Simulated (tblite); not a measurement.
# C$_{5}$H$_{8}$OS (charge +1): geometry relaxation (part 2 of 2)

Continued. System: C$_{5}$H$_{8}$OS, charge +1, multiplicity 2. Method: GFN2-xTB geometry optimisation, gas phase (tblite 0.8.0). It belongs to a series of runs on one base structure; here: electron removed.

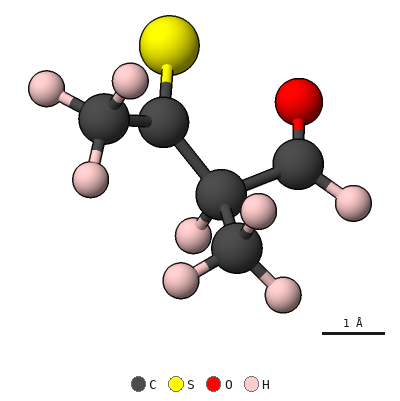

Figure 1. The geometry at step 136 of the log (ball-and-stick view, seen at a tilt).

**Trajectory as extended XYZ, continued**
```
15
Properties=species:S:1:pos:R:3:forces:R:3 step=99 energy=-586.98842
C    -1.7937   -0.1084    0.4201    0.0170  -0.0840   0.0120
C    -0.8716    0.1364   -0.6980   -0.0220   0.0850  -0.1680
S    -1.3573    0.7355   -2.1326    0.0290   0.0480   0.1380
C     0.6142   -0.0168   -0.5021   -0.0450  -0.0020  -0.0820
C     1.0327   -1.0757    0.5017    0.0550   0.0560  -0.0560
C     1.1475    1.4065   -0.2292   -0.0030  -0.0820   0.0230
O     0.6354    2.3982   -0.6216    0.0260   0.0270  -0.0940
H    -1.8106   -1.1704    0.6771    0.0060   0.0000   0.0240
H    -1.4452    0.4239    1.3086   -0.0240  -0.0300  -0.0010
H    -2.8044    0.2100    0.1787   -0.0110  -0.0250   0.0220
H     1.0907   -0.2474   -1.4671   -0.0110  -0.0180  -0.0290
H     2.1148   -1.1662    0.5078    0.0980   0.0650   0.0410
H     0.6935   -0.8538    1.5072   -0.0430  -0.0210   0.0350
H     0.6580   -2.0476    0.1920   -0.1150  -0.0350   0.0640
H     2.0915    1.3835    0.3354    0.0450   0.0170   0.0690
15
Properties=species:S:1:pos:R:3:forces:R:3 step=111 energy=-587.15123
C    -1.8058   -0.2946    0.3573   -0.3640  -0.2200   0.0300
C    -0.8572    0.2408   -0.6342   -0.0350   0.1120   0.0450
S    -1.2897    1.4912   -1.5985   -0.1040  -0.0220  -0.0030
C     0.6037   -0.0470   -0.5324    0.1900   0.1080   0.1950
C     0.9863   -1.0208    0.5676   -0.2010   0.0730   0.1020
C     1.2732    1.3165   -0.3859    0.1230   0.0280  -0.1430
O     0.7326    2.3230   -0.7299    0.2180   0.1840  -0.1720
H    -1.6630   -1.3250    0.7023    0.2800   0.3350  -0.1840
H    -1.7314    0.3970    1.2073   -0.0330  -0.2540   0.1240
H    -2.8255   -0.2181   -0.0034   -0.2020   0.0680  -0.0790
H     1.0086   -0.3798   -1.5034   -0.0970  -0.1530   0.0600
H     2.0528   -1.0158    0.7175    0.3480  -0.1160  -0.0470
H     0.5274   -0.7261    1.5101    0.0380  -0.1010  -0.0380
H     0.6780   -2.0271    0.3072    0.0060  -0.0690   0.0540
H     2.3056    1.2939   -0.0032   -0.1680   0.0260   0.0580
15
Properties=species:S:1:pos:R:3:forces:R:3 step=124 energy=-587.34413
C    -1.8712   -0.3717    0.2845    0.0220   0.0190  -0.0390
C    -0.8853    0.4164   -0.4816    0.0160   0.0420   0.0560
S    -1.3063    1.7654   -1.3043    0.0240  -0.0100   0.0440
C     0.5677    0.0265   -0.4500   -0.0320  -0.0040  -0.0050
C     0.9976   -0.9516    0.6355   -0.0120   0.0200  -0.0100
C     1.3850    1.3007   -0.4871   -0.0010  -0.0040  -0.0030
O     0.9543    2.3288   -0.9193   -0.0440  -0.0240  -0.0190
H    -1.5085   -1.3734    0.4902   -0.0640  -0.0390   0.0400
H    -2.0545    0.1325    1.2410    0.0360  -0.0720  -0.0470
H    -2.8320   -0.4307   -0.2211   -0.0440   0.0730  -0.0370
H     0.7904   -0.4395   -1.4263    0.0240  -0.0130  -0.0110
H     2.0715   -1.0983    0.5888    0.0710  -0.0210  -0.0010
H     0.7456   -0.5818    1.6226   -0.0240   0.0370   0.0890
H     0.5362   -1.9235    0.4952    0.0110  -0.0480  -0.0110
H     2.4051    1.2080   -0.0899    0.0150   0.0430  -0.0460
15
Properties=species:S:1:pos:R:3:forces:R:3 step=136 energy=-587.36064
C    -1.8967   -0.3882    0.2526    0.0130  -0.0200   0.0000
C    -0.8770    0.4331   -0.4311    0.0200  -0.0040   0.0180
S    -1.3063    1.8220   -1.1807   -0.0090   0.0110  -0.0220
C     0.5745    0.0336   -0.4183   -0.0160  -0.0170  -0.0010
C     1.0167   -0.9367    0.6745   -0.0370   0.0070  -0.0050
C     1.4048    1.2923   -0.5315    0.0090  -0.0130  -0.0250
O     0.9614    2.3146   -0.9682   -0.0290   0.0270   0.0330
H    -1.5777   -1.4156    0.4032    0.0070   0.0010  -0.0240
H    -2.0999    0.0458    1.2370    0.0550  -0.0260   0.0110
H    -2.8463   -0.3736   -0.2807    0.0140   0.0230  -0.0130
H     0.7771   -0.4649   -1.3841   -0.0300  -0.0070  -0.0250
H     2.0929   -1.0842    0.6288   -0.0110   0.0430  -0.0010
H     0.7596   -0.5702    1.6643   -0.0020   0.0170  -0.0110
H     0.5596   -1.9115    0.5272   -0.0020   0.0040   0.0460
H     2.4529    1.2116   -0.2150    0.0180  -0.0460   0.0210
15
Properties=species:S:1:pos:R:3:forces:R:3 step=148 energy=-587.40269
C    -1.8888   -0.4434    0.1510   -0.0570  -0.0830   0.0820
C    -0.8788    0.4763   -0.4060    0.0230  -0.0540   0.1000
S    -1.3040    1.9525   -0.9487    0.0170   0.0520  -0.0600
C     0.5554    0.0317   -0.4128    0.0200  -0.0700  -0.0400
C     0.9759   -0.8335    0.7827    0.0030   0.0230  -0.0160
C     1.4434    1.2297   -0.6303   -0.0510   0.1120  -0.0210
O     1.0173    2.3019   -0.9545    0.0570  -0.1170   0.0450
H    -1.6549   -1.4872   -0.0730   -0.0760   0.1400   0.0140
H    -1.8859   -0.3405    1.2462   -0.0270  -0.0540  -0.1750
H    -2.8898   -0.1973   -0.2029    0.0620  -0.0460   0.0760
H     0.7041   -0.5852   -1.3181   -0.0110   0.0240   0.0210
H     2.0480   -1.0031    0.7397    0.0110  -0.0580   0.0160
H     0.7490   -0.3441    1.7267   -0.0110   0.0260  -0.0460
H     0.4852   -1.8045    0.7637    0.0420   0.0910  -0.0050
H     2.5195    1.0548   -0.4856   -0.0040   0.0140   0.0090
15
Properties=species:S:1:pos:R:3:forces:R:3 step=161 energy=-587.41708
C    -1.9029   -0.4624    0.1096    0.0050  -0.0130  -0.0090
C    -0.8777    0.4768   -0.3864   -0.0010   0.0040  -0.0020
S    -1.2898    1.9690   -0.8976   -0.0010  -0.0040   0.0110
C     0.5555    0.0217   -0.4044   -0.0070   0.0010  -0.0070
C     0.9843   -0.7804    0.8307    0.0020   0.0010   0.0090
C     1.4520    1.2061   -0.6545   -0.0070  -0.0050  -0.0120
O     1.0346    2.2901   -0.9419    0.0030   0.0130  -0.0060
H    -1.7819   -1.4473   -0.3419    0.0000  -0.0140  -0.0040
H    -1.7854   -0.5973    1.1877   -0.0020   0.0100   0.0100
H    -2.9088   -0.0985   -0.0801   -0.0140   0.0110   0.0030
H     0.6871   -0.6338   -1.2811    0.0060  -0.0070  -0.0030
H     2.0434   -1.0166    0.7673   -0.0080  -0.0050   0.0060
H     0.8132   -0.2094    1.7399    0.0110  -0.0050  -0.0140
H     0.4419   -1.7188    0.8935    0.0010   0.0050   0.0000
H     2.5300    1.0088   -0.5627    0.0120   0.0070   0.0160
15
Properties=species:S:1:pos:R:3:forces:R:3 step=173 energy=-587.41768
C    -1.9033   -0.4644    0.1090    0.0010  -0.0060  -0.0060
C    -0.8779    0.4738   -0.3899   -0.0040  -0.0020   0.0010
S    -1.2935    1.9646   -0.9023   -0.0010   0.0030  -0.0020
C     0.5568    0.0231   -0.4068    0.0010   0.0020   0.0040
C     0.9870   -0.7865    0.8229   -0.0010   0.0000   0.0050
C     1.4492    1.2137   -0.6449    0.0010   0.0030  -0.0010
O     1.0291    2.2938   -0.9435    0.0010  -0.0080   0.0010
H    -1.7711   -1.4574   -0.3215   -0.0030   0.0020   0.0020
H    -1.7988   -0.5748    1.1916    0.0010   0.0000   0.0040
H    -2.9095   -0.1089   -0.0978    0.0050   0.0000   0.0010
H     0.6927   -0.6260   -1.2881    0.0020   0.0020  -0.0020
H     2.0392   -1.0466    0.7447    0.0030   0.0030   0.0000
H     0.8422   -0.2109    1.7334    0.0010   0.0000  -0.0040
H     0.4265   -1.7131    0.8968   -0.0050   0.0030  -0.0050
H     2.5269    1.0276   -0.5255   -0.0010  -0.0010   0.0000
```

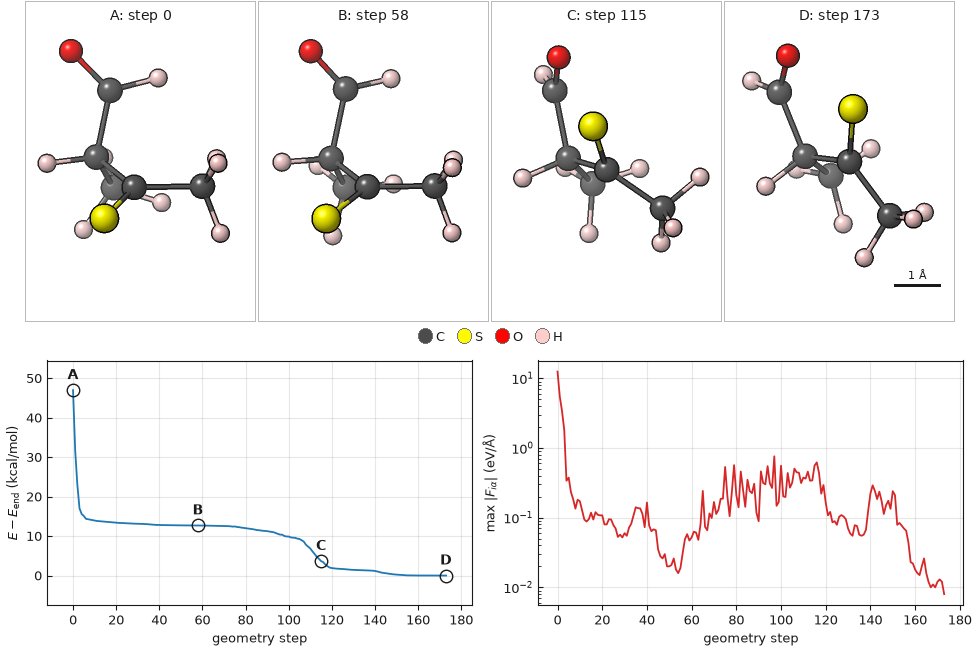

Figure 2. Frames of the relaxation (ball-and-stick view, seen at a tilt) above the curves, on which the letters mark them (steps are counted from 0).

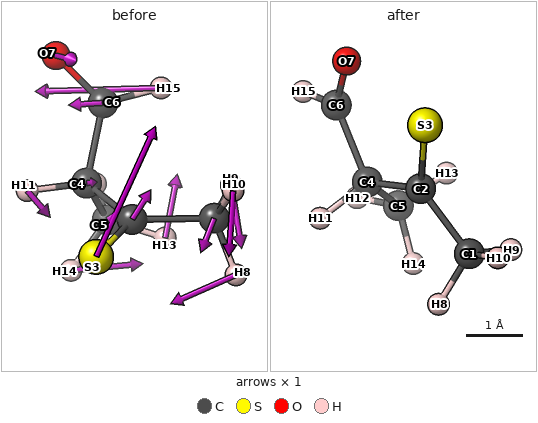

Figure 3. Before (left) and after (right) the relaxation, at one scale (ball-and-stick view, seen at a tilt). The pink arrows give the displacements, at true length. The atom that moves furthest after the best rigid fit is S3 (2.63 Å). By element the largest moves are S 2.63 Å, H 2.41 Å, O 0.76 Å, C 0.70 Å. Distances before and after: C2–S3 1.428 → 1.630 Å, C1–H10 1.127 → 1.087 Å, C6–O7 1.226 → 1.197 Å, C4–C6 1.487 → 1.507 Å. Among the angles that change: C2–C4–C5 106.8° → 114.6°, C4–C5–H14 103.9° → 111.1°, C2–C1–H10 106.5° → 111.8°. After 173 geometry steps the energy has fallen by 47.0 kcal/mol. The largest force component goes from 12 to 0.008 eV/Å. (Atoms are counted from 1 in the order of the input.)

This output came from the following input.

**The input**
```
{"job": {"kind": "relax", "xc": "GFN2-xTB", "basis": "xTB"}, "charge": 1, "multiplicity": 2}
C     -1.702700     0.030000     0.575200
C     -0.891400    -0.070800    -0.673500
S     -1.551400    -0.313800    -1.916200
C      0.606500     0.060300    -0.643100
C      1.130100    -1.048600     0.275100
C      0.986900     1.398600    -0.118500
O      1.646200     2.203800    -0.765700
H     -2.228600    -0.924000     0.765600
H     -1.018900     0.255400     1.418800
H     -2.419400     0.886000     0.422600
H      1.020100    -0.052000    -1.664500
H      2.124300    -0.802600     0.691900
H      0.447900    -1.300600     1.104900
H      1.208500    -1.947000    -0.402200
H      0.637400     1.633200     0.907500
```

The first line tells a small driver script what to run in tblite; the rest is the geometry in Å.

Launched with:
```bash
OMP_NUM_THREADS=1 python <driver script> task.json out
```

**Key numbers**

```csv
quantity,value
outcome,converged
total energy,−587.4177 eV
hardware,"1 CPU thread, shared host"
wall time,1.2 s
peak memory,0.18 GiB
```
